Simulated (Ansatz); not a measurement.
GeHClF$_{2}$: geometry relaxation

- system: GeHClF$_{2}$
- method: RKS PBE0/def2-SVP (Ansatz 0.2.0)

The input holds or restrains some coordinates. It belongs to a series of runs on one base structure; here: pulled along the bonds that form and break, towards end B. Figures and captions count atoms from 1; the log counts them from 0 in places.

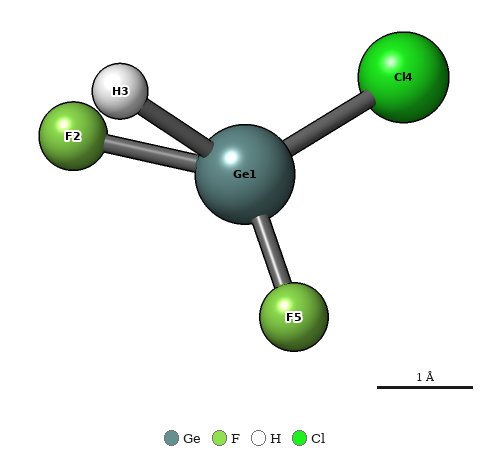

*The input geometry (ball-and-stick view, seen at a tilt; atoms are numbered from 1 in the order of the input). Sticks mark near contacts.*

Bond lengths as drawn: Cl–Ge 2.22 Å, F–Ge 1.68 to 1.88 Å and Ge–H 1.75 Å.

## The input
```yaml
crystal:
  periodic: [false, false, false]
  atoms:
    - { symbol: Ge, position_ang: [0.0, 0.0, 0.0] }
    - { symbol: F, position_ang: [1.0779, 0.0, 1.5402] }
    - { symbol: H, position_ang: [1.6981, 0.0, 0.4233] }
    - { symbol: Cl, position_ang: [-1.0456, 1.8115, -0.7393] }
    - { symbol: F, position_ang: [-0.7913, -1.3709, -0.5594] }
basis:
  gaussian: { orbitals: def2-SVP }
hamiltonian:
  xc: pbe0
relax:
  f_tol: 0.15
  max_steps: 25
  restrain:
    - { distance: [1, 2], at: 0.92, k: 30.0 }
    - { distance: [0, 1], at: 2.88, k: 30.0 }
    - { distance: [0, 2], at: 2.75, k: 30.0 }
output:
  orbitals: {}
```

Run on 2 threads of Arm Neoverse V1, 24 GiB of memory available, shared host.

Run as:
```bash
ansatz run input.yaml --threads 2 --pin off --max-ram 3072MiB --backend cpu --events-out ev --progress --plain --runs-dir out
```

## What the program printed
```
The last accepted step is kept in [file] (removed where the run ends without a failure and the disk answers)
Engine: ansatz 0.2.0, aarch64-unknown-linux-gnu
Functional definition: PBE0
  parameter a = 0.25
  parameter kappa = 0.804
  parameter beta = 0.06672455060314922
  exchange = (1 - a)*pbe_x(kappa = kappa, mu = beta*pi^2/3) + a*exact_x
  correlation = pbe_c(beta = beta)
843 factors; integrals over basis functions are off by at most 3.4e-4 eV
mean field evaluation 1: about -74455.5058 eV, gradient 4.3e1 eV
mean field evaluation 2: about -74448.2177 eV, gradient 8.2e1 eV
mean field evaluation 4: about -74458.5788 eV, gradient 3.1e0 eV
mean field evaluation 8: about -74458.6116 eV, gradient 4.9e-2 eV
mean field evaluation 16: about -74458.6116 eV, gradient 2.6e-5 eV
mean field -74458.61160874 eV, -2736.3035067617 hartree, gradient 2.6e-5 eV, S^2 0.000000; 0 other end points of the search recorded, 0 dependent functions left out
the calculation of the forces begins
reference -74458.61163002 eV, -2736.3035075436 hartree; 34, 34 occupied and 49, 49 virtual orbitals, 843 factors
relax step   1: F+E_penalty+E_count = -74458.61160874 eV  Δ(F+E_penalty+E_count) = +0.000e0 eV  max|allowed force component| = 3.012e0 eV/Å  E_restraint = 31.91812112 eV  max|allowed force component, restraints' pulls added| = 4.364e1 eV/Å  Δτ_max = 0.0000 Å  (28 SCF iters, accepted)
  distance F 1 - H 2 = 1.2775 Å
  distance Ge 0 - F 1 = 1.8799 Å
  distance Ge 0 - H 2 = 1.7501 Å
these checks for a lower state are left out or cut short: starts, cluster_reference, orbital_swaps, neighbouring_geometries, increment
843 factors; integrals over basis functions are off by at most 4.7e-4 eV
mean field -74458.44286580 eV, -2736.2973055729 hartree, gradient 1.3e-5 eV, S^2 0.000000; 0 other end points of the search recorded, 0 dependent functions left out
[... from here on the field's lines of each further geometry are left out, up to the last ...]
relax step   2: F+E_penalty+E_count = -74458.44286580 eV  Δ(F+E_penalty+E_count) = +1.687e-1 eV  max|allowed force component| = 4.631e0 eV/Å  E_restraint = 16.93927638 eV  max|allowed force component, restraints' pulls added| = 2.879e1 eV/Å  Δτ_max = 0.1933 Å  (37 SCF iters, accepted)
relax step   3: F+E_penalty+E_count = -74458.75042541 eV  Δ(F+E_penalty+E_count) = -3.076e-1 eV  max|allowed force component| = 5.390e0 eV/Å  E_restraint = 6.01343405 eV  max|allowed force component, restraints' pulls added| = 1.478e1 eV/Å  Δτ_max = 0.1949 Å  (35 SCF iters, accepted)
relax step   4: F+E_penalty+E_count = -74459.65892455 eV  Δ(F+E_penalty+E_count) = -9.085e-1 eV  max|allowed force component| = 4.222e0 eV/Å  E_restraint = 0.61004167 eV  max|allowed force component, restraints' pulls added| = 6.172e0 eV/Å  Δτ_max = 0.1949 Å  (36 SCF iters, accepted)
relax step   5: F+E_penalty+E_count = -74460.54375058 eV  Δ(F+E_penalty+E_count) = -8.848e-1 eV  max|allowed force component| = 1.772e0 eV/Å  E_restraint = 0.05003933 eV  max|allowed force component, restraints' pulls added| = 1.706e0 eV/Å  Δτ_max = 0.1942 Å  (32 SCF iters, accepted)
relax step   6: F+E_penalty+E_count = -74460.91635714 eV  Δ(F+E_penalty+E_count) = -3.726e-1 eV  max|allowed force component| = 1.269e0 eV/Å  E_restraint = 0.00116651 eV  max|allowed force component, restraints' pulls added| = 1.269e0 eV/Å  Δτ_max = 0.1948 Å  (30 SCF iters, accepted)
relax step   7: F+E_penalty+E_count = -74461.03518341 eV  Δ(F+E_penalty+E_count) = -1.188e-1 eV  max|allowed force component| = 1.218e0 eV/Å  E_restraint = 0.00178783 eV  max|allowed force component, restraints' pulls added| = 1.063e0 eV/Å  Δτ_max = 0.1970 Å  (31 SCF iters, accepted)
relax step   8: F+E_penalty+E_count = -74461.07773761 eV  Δ(F+E_penalty+E_count) = -4.255e-2 eV  max|allowed force component| = 1.032e0 eV/Å  E_restraint = 0.01497461 eV  max|allowed force component, restraints' pulls added| = 8.128e-1 eV/Å  Δτ_max = 0.1299 Å  (31 SCF iters, accepted)
relax step   9: F+E_penalty+E_count = -74461.13486032 eV  Δ(F+E_penalty+E_count) = -5.712e-2 eV  max|allowed force component| = 1.375e-1 eV/Å  E_restraint = 0.00286563 eV  max|allowed force component, restraints' pulls added| = 1.867e-1 eV/Å  Δτ_max = 0.1421 Å  (30 SCF iters, accepted)
the calculation of the forces begins
reference -74461.13814818 eV, -2736.3963553736 hartree; 34, 34 occupied and 49, 49 virtual orbitals, 843 factors
relax step  10: F+E_penalty+E_count = -74461.13812794 eV  Δ(F+E_penalty+E_count) = -3.268e-3 eV  max|allowed force component| = 1.797e-1 eV/Å  E_restraint = 0.00100674 eV  max|allowed force component, restraints' pulls added| = 5.645e-2 eV/Å  Δτ_max = 0.0508 Å  (29 SCF iters, accepted)
  distance F 1 - H 2 = 0.9232 Å
  distance Ge 0 - F 1 = 2.8747 Å
  distance Ge 0 - H 2 = 2.7554 Å
843 factors; integrals over basis functions are off by at most 8.9e-4 eV
mean field evaluation 96: about -74461.1381 eV, gradient 3.1e-3 eV
```

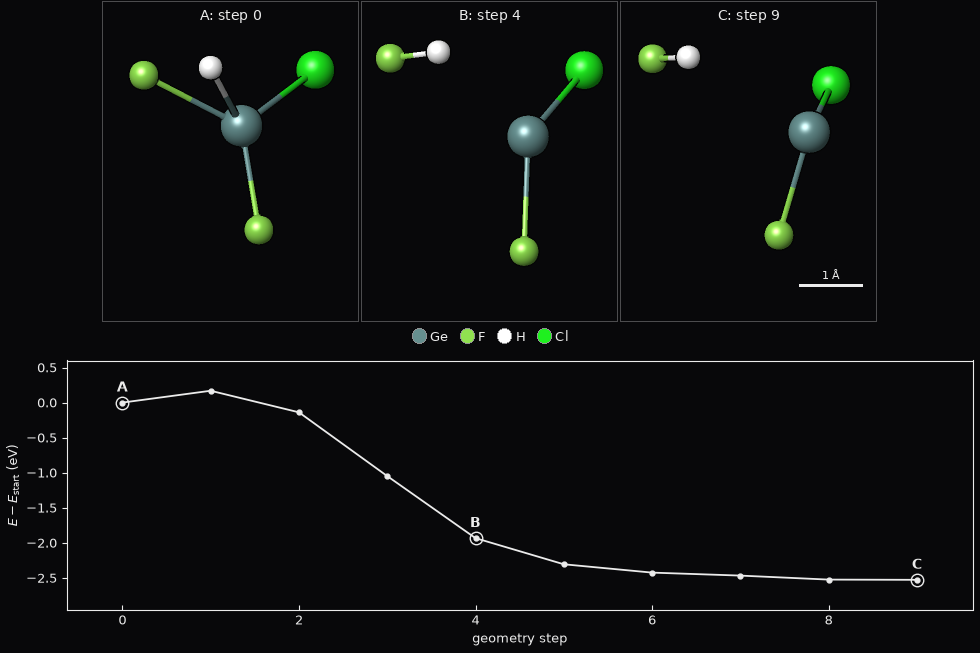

*Frames of the restrained relaxation (ball-and-stick view, seen at a tilt) above the curves, on which the letters mark them (the first geometry is step 0 here and step 1 in the log).*

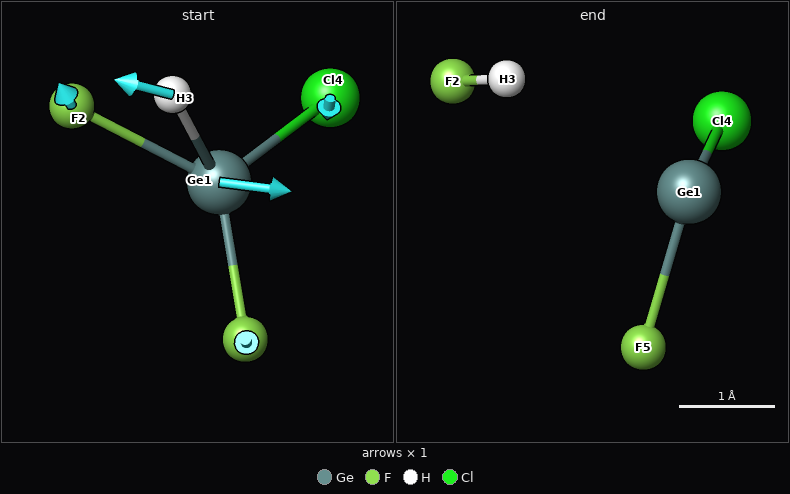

*Before (left) and after (right) the restrained relaxation, at one scale (ball-and-stick view, seen at a tilt). The teal arrows give the displacements, at true length.*

After 9 geometry steps the energy has fallen by 2.527 eV. Largest force component: 3 eV/Å at the start, 0.18 eV/Å at the end. Ge1 moves most after the best rigid fit: 0.80 Å. Largest moves by element: Ge 0.80 Å, H 0.71 Å, F 0.39 Å, Cl 0.36 Å. Among the contacts that change: Ge1–H3 1.750 → 2.755 Å, Ge1–F2 1.880 → 2.875 Å, F2–H3 1.278 → 0.923 Å, Ge1–F5 1.679 → 1.752 Å. New bonds form: F2–H3 (1.28 → 0.92 Å). Bonds break: Ge1–F2 (1.88 → 2.87 Å), Ge1–H3 (1.75 → 2.76 Å). Among the angles that change: Cl4–Ge1–F5 109.5° → 98.7°. (Atoms are counted from 1 in the order of the input.)

```
mean field -74461.13812794 eV, -2736.3963546296 hartree, gradient 1.1e-5 eV, S^2 0.000000; 1 other end points of the search recorded, 0 dependent functions left out
the calculation of the forces begins
reference -74461.13814818 eV, -2736.3963553736 hartree; 34, 34 occupied and 49, 49 virtual orbitals, 843 factors
Total energy: -74461.13814818 eV, -2736.3963553736 hartree
Atom 0 at    -0.015104     0.038505    -0.797255 Å, force    -0.056044    -0.024541     0.035761 eV/Å
Atom 1 at     1.454539     0.077972     1.673059 Å, force    -0.179735     0.001044    -0.124704 eV/Å
Atom 2 at     2.060972    -0.124285     1.007049 Å, force     0.164481    -0.013560     0.049101 eV/Å
Atom 3 at    -1.412518     1.717613    -0.690311 Å, force     0.018684     0.010127     0.017234 eV/Å
Atom 4 at    -1.148790    -1.269205    -0.527742 Å, force     0.052615     0.026930     0.022608 eV/Å
Dipole moment:     0.720232    -0.070059    -0.223156 e Å
```

## Trajectory as extended XYZ (Å, eV, eV/Å), 10 frames, from step=1 to step=10
```
5
Properties=species:S:1:pos:R:3:forces:R:3 step=1 energy=-74458.61161
Ge    0.0000    0.0000    0.0000    2.6689   2.2188  -2.7334
F     1.0779    0.0000    1.5402    0.0735  -0.1175   3.0116
H     1.6981    0.0000    0.4233   -0.7509   0.0024  -0.9391
Cl   -1.0456    1.8115   -0.7393   -0.3374  -0.4505   0.6234
F    -0.7913   -1.3709   -0.5594   -1.6542  -1.6531   0.0375
5
Properties=species:S:1:pos:R:3:forces:R:3 step=2 energy=-74458.44287
Ge   -0.1515    0.0226   -0.1179    4.6307   2.2522  -0.0599
F     1.1669    0.0007    1.5845    2.2978  -0.0666  -1.2327
H     1.7972    0.0004    0.5083   -2.5854   0.0148   2.6466
Cl   -1.0563    1.8191   -0.7406   -1.5843   1.3153  -0.3827
F    -0.8172   -1.4021   -0.5695   -2.7588  -3.5157  -0.9713
5
Properties=species:S:1:pos:R:3:forces:R:3 step=3 energy=-74458.75043
Ge   -0.2974    0.0489   -0.2445    5.3896   1.0300   1.6311
F     1.3060   -0.0031    1.6057    3.2106  -0.0401  -3.1631
H     1.8564   -0.0030    0.6386   -2.7784   0.0071   4.2640
Cl   -1.0785    1.8417   -0.7511   -2.7288   3.4476  -1.3170
F    -0.8474   -1.4439   -0.5839   -3.0930  -4.4445  -1.4149
5
Properties=species:S:1:pos:R:3:forces:R:3 step=4 energy=-74459.65892
Ge   -0.4099    0.0715   -0.3626    4.2218  -1.3270   1.5348
F     1.4853   -0.0104    1.6053   -0.5922  -0.0123   2.3171
H     1.9182   -0.0097    0.8234    0.9218  -0.0083  -1.8000
Cl   -1.1432    1.9209   -0.7859   -2.5383   3.3399  -1.2137
F    -0.9113   -1.5317   -0.6153   -2.0131  -1.9923  -0.8382
5
Properties=species:S:1:pos:R:3:forces:R:3 step=5 energy=-74460.54375
Ge   -0.3137    0.0688   -0.4162    0.8556  -1.7725  -0.0304
F     1.5853   -0.0135    1.7109    0.3112   0.0084  -0.2098
H     2.0433   -0.0098    0.8995   -0.1919  -0.0169   0.4299
Cl   -1.2885    1.9699   -0.8443   -0.8519   0.1323  -0.2255
F    -1.0873   -1.5747   -0.6851   -0.1229   1.6486   0.0358
5
Properties=species:S:1:pos:R:3:forces:R:3 step=6 energy=-74460.91636
Ge   -0.2011    0.0287   -0.4826   -0.3231  -0.6842  -0.3670
F     1.6308   -0.0112    1.7503   -0.1018   0.0041   0.2597
H     2.1317   -0.0081    0.9782    0.1602  -0.0071  -0.1188
Cl   -1.3974    1.8724   -0.8618   -0.0668  -0.5817   0.0777
F    -1.2249   -1.4412   -0.7193    0.3315   1.2689   0.1484
5
Properties=species:S:1:pos:R:3:forces:R:3 step=7 energy=-74461.03518
Ge   -0.0865    0.0063   -0.5380   -1.2180  -0.1065  -0.4533
F     1.6418   -0.0178    1.7742    0.1126   0.0092  -0.1904
H     2.1818   -0.0074    1.0191   -0.0813  -0.0092   0.2838
Cl   -1.4776    1.7286   -0.8653    0.4817  -0.4170   0.1680
F    -1.3204   -1.2689   -0.7253    0.7050   0.5235   0.1919
5
Properties=species:S:1:pos:R:3:forces:R:3 step=8 energy=-74461.07774
Ge   -0.0553    0.0513   -0.6497   -1.0318  -0.3369  -0.1454
F     1.5801   -0.0404    1.7463   -0.2312   0.0086   0.1037
H     2.1522   -0.0335    1.0253    0.2248  -0.0066  -0.0939
Cl   -1.4876    1.7409   -0.8408    0.3503  -0.3387   0.0923
F    -1.2502   -1.2777   -0.6163    0.6879   0.6735   0.0433
5
Properties=species:S:1:pos:R:3:forces:R:3 step=9 energy=-74461.13486
Ge   -0.0202    0.0433   -0.7642   -0.0611  -0.0141  -0.0097
F     1.4736    0.0332    1.6877   -0.1375   0.0001  -0.1288
H     2.0891   -0.0929    1.0103    0.1181  -0.0034   0.0750
Cl   -1.4325    1.7126   -0.7311    0.0270   0.0464   0.0272
F    -1.1709   -1.2555   -0.5378    0.0535  -0.0291   0.0363
5
Properties=species:S:1:pos:R:3:forces:R:3 step=10 energy=-74461.13813
Ge   -0.0151    0.0385   -0.7973   -0.0560  -0.0245   0.0358
F     1.4545    0.0780    1.6731   -0.1797   0.0010  -0.1247
H     2.0610   -0.1243    1.0070    0.1645  -0.0136   0.0491
Cl   -1.4125    1.7176   -0.6903    0.0187   0.0101   0.0172
F    -1.1488   -1.2692   -0.5277    0.0526   0.0269   0.0226
```

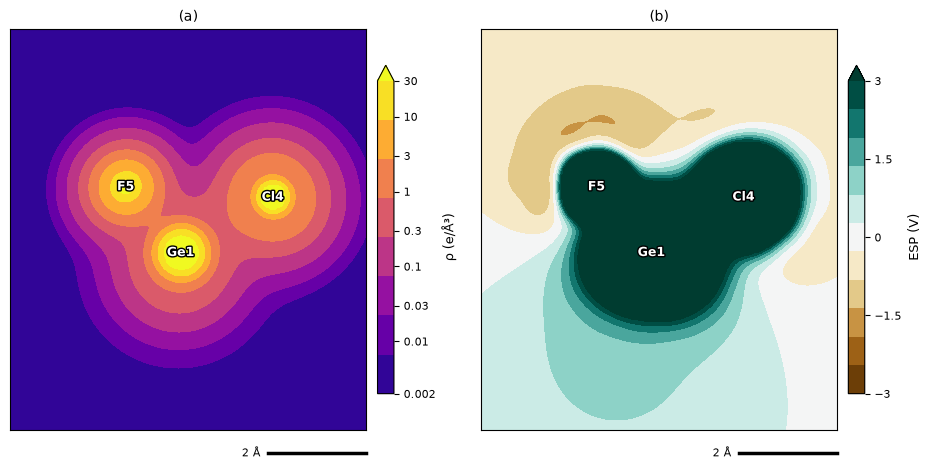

*(a) total electron density; (b) molecular electrostatic potential on the plane of atoms Cl4, Ge1 and F5.*

Ge–F (1.75 Å): ρ is about 0.88 e/Å³ halfway.

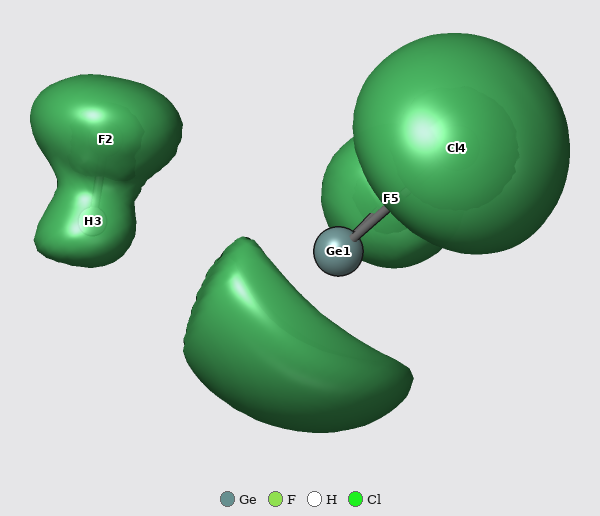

*Isosurface of the ELF at 0.75 (green), seen from the side. Only the valence region is drawn (cores and ρ < 0.01 e/Å³ removed).*

Profiles from the grid: Ge1···F2 (2.87 Å): the ELF is only about 0.05 between them. Ge–F (1.75 Å): the ELF peaks at about 0.80 in the valence shell of F, 0.5 Å from its nucleus, and is about 0.20 at the midpoint.

## Summary

| quantity | value |
| --- | --- |
| outcome | converged under the restraints of the input |
| total energy | −74461.1381 eV |
| mean-field energy | −74461.1381 eV |
| largest force (length of the vector) at the end, held atoms and coordinates included | 0.219 eV/Å |
| wall time | 23 s (CPU time 43 s) |
| peak memory | 0.14 GiB |
